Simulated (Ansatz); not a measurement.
## Converging the k-point mesh at a smearing width of 0.02 eV: LaTe (Fm-3m, 2 atoms in the cell)

```xyz
2
Lattice="0.0000 3.2309 3.2309 3.2309 0.0000 3.2309 3.2309 3.2309 0.0000" Properties=species:S:1:pos:R:3 pbc="T T T"
La     0.0000     0.0000     0.0000
Te     3.2309     3.2309     3.2309
```

Level of theory: PBEsol, default PAW files made with PBE (plane waves; Ansatz, a quantum-chemistry and plane-wave program).

Base settings: basis.ecutwfc = 30.9 Ry; kpoints.mp_grid.grid = 9 9 9; hamiltonian.xc = pbesol; hamiltonian.pseudopotentials = {kind: paw} (the program's default PAW files); scf.occupations.method = gaussian; scf.occupations.width = 0.0073 Ry.

In this ladder: scf.occupations.width = 0.0015 Ry.

Only quantities that move along the ladder and can be compared are tabulated.

The count of work is k-points × plane waves × bands × iterations; it is no time. 

The starting cell comes from a database of computed structures (which also holds hypothetical and non-ambient phases and stackings), without a prior relaxation at this level. Its lattice was rescaled by up to half a per cent. Ansatz's pressure includes its estimate of the finite-basis (Pulay) stress.

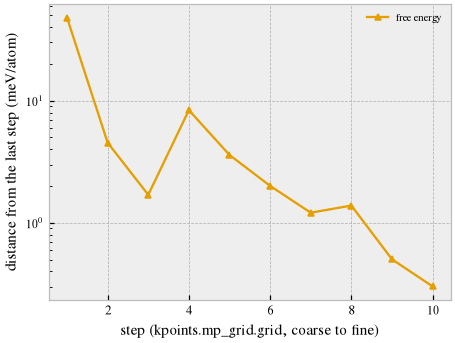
*Distance from the last step along the ladder; very small values are drawn at a floor.*

| kpoints.mp_grid.grid | free energy less the last step's (meV/atom) | pressure (GPa) | count of work / last |
|---|---|---|---|
| 3 3 3 | 47.91 | -1.53 | 0.012 |
| 4 4 4 | -4.53 | -1.94 | 0.024 |
| 5 5 5 | -1.70 | -1.94 | 0.030 |
| 6 6 6 | -8.37 | -1.96 | 0.048 |
| 7 7 7 | 3.60 | -1.90 | 0.060 |
| 8 8 8 | 2.01 | -1.88 | 0.10 |
| 10 10 10 | 1.21 | -1.91 | 0.16 |
| 12 12 12 | -1.38 | -1.93 | 0.25 |
| 14 14 14 | 0.50 | -1.91 | 0.36 |
| 17 17 17 | 0.30 | -1.92 | 0.58 |
| 21 21 21 | 0.00 | -1.92 | 1.0 |

Coarsest kpoints.mp_grid.grid that holds the free energy within 5 meV/atom of the last step, with all finer ones: 7 7 7, at 0.060 of the last step's count of work; the step before is off by 8.4 meV/atom.

Coarsest kpoints.mp_grid.grid that holds the pressure within 0.05 GPa of the last step, with all finer ones: 4 4 4, at 0.024 of the last step's count of work; the step before is off by 0.39 GPa.

Keys are those of Ansatz 0.2.
